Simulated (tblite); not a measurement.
Frequency calculation, with input and output: C$_{4}$H$_{10}$BNS

System: C$_{4}$H$_{10}$BNS, SMILES CC#[N+][BH2-]SCC.
Method: GFN2-xTB harmonic vibrations, gas phase (tblite 0.8.0).

It belongs to a series of runs on one base structure; here: H on C replaced by CH3.

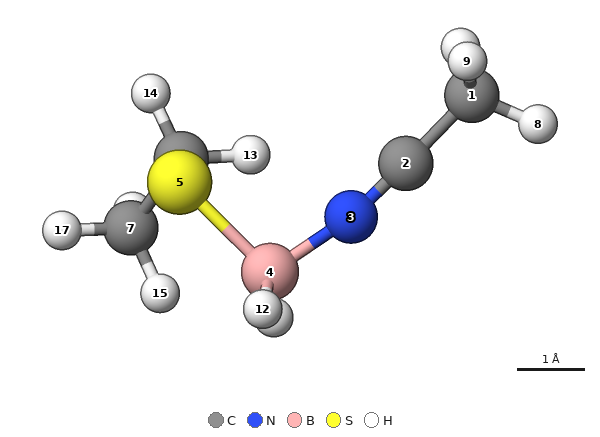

Fig. 1: The input geometry (ball-and-stick view, seen at a tilt; atoms are numbered from 1 in the order of the input).

## Results in brief

| quantity | value |
| --- | --- |
| outcome | converged |
| total energy | −573.0077 eV |
| zero-point energy | 84.0000 kcal/mol |
| hardware | 1 CPU thread, shared host |
| wall time | 0.9 s |
| peak memory | 0.18 GiB |

## Input
```
{"job": {"kind": "ir", "xc": "GFN2-xTB", "basis": "xTB"}, "charge": 0, "multiplicity": 1}
C     -3.363294     0.055777     0.635075
C     -2.183644    -0.402774    -0.026061
N     -1.225111    -0.742867    -0.566204
B      0.071827    -0.924565    -1.245506
S      0.790405     0.856612    -1.164647
C      1.506585     0.889543     0.521295
C      2.856484     0.200643     0.586646
H     -3.972781    -0.791229     0.951647
H     -3.940306     0.678785    -0.048811
H     -3.087011     0.647103     1.508702
H      0.717181    -1.696145    -0.621637
H     -0.143406    -1.216233    -2.370741
H      0.791117     0.422736     1.200299
H      1.598506     1.945313     0.776011
H      2.764777    -0.843796     0.296666
H      3.257167     0.249292     1.598289
H      3.554504     0.683834    -0.092546
```

The first line tells a small driver script what to run in tblite; the rest is the geometry in Å.

Launched with:
```bash
OMP_NUM_THREADS=1 python <driver script> task.json out
```

## What the program printed
```
mode    cm-1     km/mol
  1     -34.7      0.09
  2      26.5      2.97
  3      71.1      2.69
  4     102.0      6.51
  5     144.4      1.48
  6     197.5      0.01
  7     230.0      0.69
  8     285.0      3.44
  9     320.1      1.76
 10     336.8      0.57
 11     366.6     17.06
 12     562.9      4.76
 13     676.6      5.52
 14     693.5      1.50
 15     742.1      5.56
 16     796.6      5.01
 17     913.0     11.69
 18     974.4     72.08
 19     995.7      9.72
 20     998.5     11.40
 21    1016.9      4.40
 22    1028.7      4.04
 23    1071.2    146.30
 24    1076.6      5.33
 25    1148.3     31.18
 26    1233.5      0.98
 27    1257.6     29.63
 28    1366.9     30.52
 29    1403.8      5.60
 30    1408.1     17.06
 31    1409.4     15.20
 32    1459.5      1.16
 33    1488.3      3.23
 34    1498.7      1.42
 35    2366.2     77.37
 36    2507.9    119.27
 37    2535.4    107.12
 38    2957.4     20.86
 39    2989.6     15.26
 40    3000.3      3.07
 41    3003.4      1.40
 42    3008.5     53.13
 43    3008.9      3.53
 44    3035.3     24.09
 45    3044.8     17.95
```

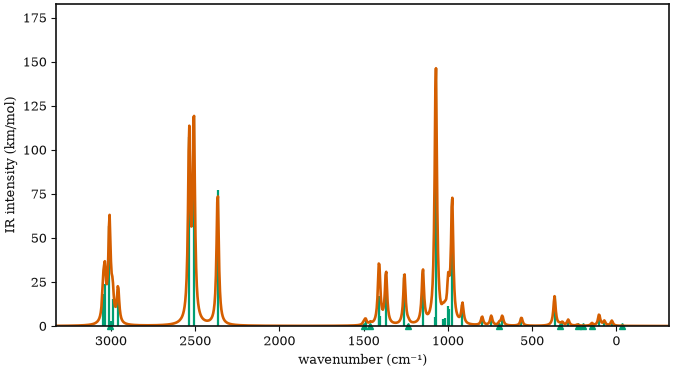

Fig. 2: Harmonic infrared spectrum, unscaled: sticks (degenerate modes added up, dark ones marked on the axis) with a Lorentzian envelope of 16 cm⁻¹ full width, scaled to the tallest stick; imaginary modes are drawn at negative wavenumbers. 45 modes from 35i to 3045 cm⁻¹, 1 imaginary beyond 8i (35i cm⁻¹): not a clean minimum; so soft a mode can be a shallow saddle, an incomplete relaxation or noise of the force constants. The strongest line is at 1071 cm⁻¹ (146 km/mol).
